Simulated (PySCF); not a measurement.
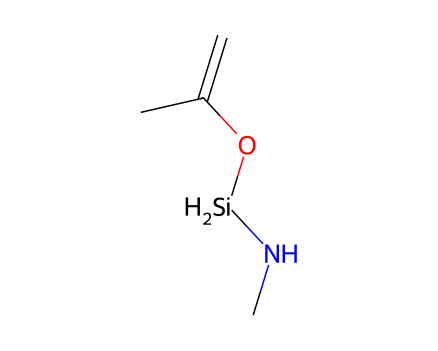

The computed structure is the end point of a GFN2-xTB optimisation. No frequency run is at hand to confirm it as a minimum. Properties computed with PBE0/def2-SVPD, gas phase (PySCF 2.14.0). Excitations: vertical, linear response.

### Estimate the lowest vertical singlet excitation.

5.75 eV.

### What is the HOMO energy (Kohn–Sham orbital)?

−6.64 eV.

### What is the dipole moment?

0.99 D.

### What is the LUMO energy (Kohn–Sham orbital)?

0.41 eV.

The geometry is semi-empirical. Around Si such bond lengths and angles can be off by a tenth of an ångström or more and by several degrees, and values that hang on the shape move with them.
